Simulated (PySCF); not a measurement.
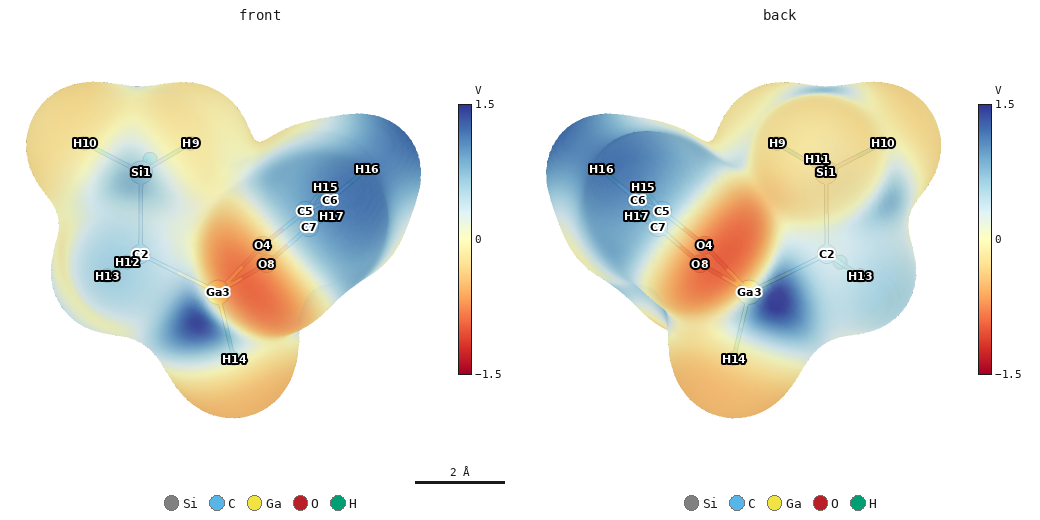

The picture shows: C4H9GaO2Si. The molecular electrostatic potential painted on the density surface at 0.002 e/bohr³, seen from the front and from behind; the colour scale runs from red (negative) to blue (positive).

Geometry: PBE0-D3(BJ)/def2-SVP.

Theory: B3LYP/def2-SVPD, SCF density, gas phase (PySCF).

Input

```
{"job": {"kind": "uv", "xc": "B3LYP", "basis": "def2-SVPD", "dynamic": true, "nstates": 6, "ntriplets": 0}, "charge": 0, "multiplicity": 1}
Si    -2.283207     0.086572     0.409707
C     -1.462496    -1.397943    -0.380921
Ga     0.452100    -1.145563    -0.749432
O      0.758581     0.777125    -1.019489
C      1.312642     1.554679    -0.191074
C      1.831634     1.217723     1.062165
C      1.799904    -0.083300     1.572463
O      1.319820    -1.109374     1.012586
H     -1.490122     0.561865     1.589856
H     -3.667207    -0.218839     0.897362
H     -2.382795     1.226262    -0.554284
H     -1.545150    -2.259994     0.304075
H     -1.995492    -1.674602    -1.305529
H      1.394531    -1.904039    -1.736289
H      1.384853     2.611072    -0.508450
H      2.281989     2.003602     1.668110
H      2.238127    -0.251210     2.573448
```

Command:

```sh
OMP_NUM_THREADS=1 python probes_run.py task.json out
```

### Which sites attract a positive test charge, and which a negative one?

A positive charge is drawn to the negative regions and a negative charge to the positive ones. The most negative region (about −0.9 V) lies over O4 and O8, the most positive (about +1.4 V) over Ga3.

### What dipole moment does the calculation give?

Its dipole moment is 2.23 D.
